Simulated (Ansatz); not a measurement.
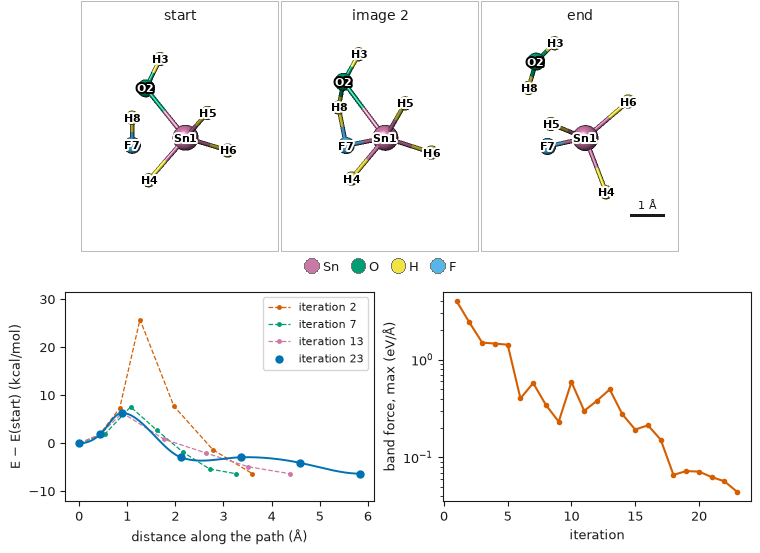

NEB run on SnH5OF. Images are numbered from 0 (start) to 6 (end). The plot follows the band through its iterations. Style: ball-and-stick. Shown from a free direction.

These are results of Ansatz 0.2.0, RKS PBE0/def2-SVP, not measurements. Set-up: 5 movable images; climbing image; force threshold 0.05 eV/Å; iteration limit 60; starting path through a guess of the saddle point.

### Did the band converge, and can the barrier be trusted?

The result is final at these settings. The band converged in 23 iterations. The largest component of the band force went from 4 to 0.044 eV/Å. The climbing image converged on the top of the path. Its vibrational analysis gives one imaginary mode (422i cm⁻¹), as a transition state must have. The first iteration put the highest image at 44.8 kcal/mol. The highest point, image 2, lies 6.3 kcal/mol above the start and 12.7 kcal/mol above the end; the end is at −6.3 kcal/mol relative to the start.
